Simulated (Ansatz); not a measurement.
# A computed series for WS2: pressure series

Take WS2 in the 2H-MoS2 type structure (space group P6_3/mmc, No. 194; a = 3.115 Å, c = 11.773 Å; layered, stacked along the Cartesian z axis) as the base.

Cell and atoms are relaxed at each pressure.

Level of theory: Ansatz (a first-principles code) PBEsol-D3(BJ), no SOC.

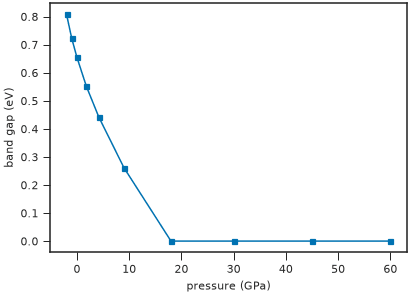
Fig. 1. Band gap against pressure

```json
[
 {"pressure (GPa)": "-2", "band gap": "0.81 eV"},
 {"pressure (GPa)": "-1", "band gap": "0.72 eV"},
 {"pressure (GPa)": "1.8", "band gap": "0.55 eV"},
 {"pressure (GPa)": "4.2", "band gap": "0.44 eV"},
 {"pressure (GPa)": "9", "band gap": "0.26 eV"},
 {"pressure (GPa)": "18", "band gap": "zero"},
 {"pressure (GPa)": "30", "band gap": "zero"},
 {"pressure (GPa)": "45", "band gap": "zero"},
 {"pressure (GPa)": "60", "band gap": "zero"}
]
```

The mesh was chosen for an insulator and is coarse for the gapless case. Spin-orbit coupling, missing from the scalar runs, can matter with W. Load acts through the strain it causes; cell and atoms are relaxed under it. Stability against distortions was not tested. No other phases were tried under pressure. All final runs are without spin polarisation. A zero or small gap of WS2 under pressure 9 GPa, WS2 under pressure 18 GPa, WS2 under pressure 30 GPa and WS2 under pressure 45 GPa can be the functional's error rather than a property of the material.
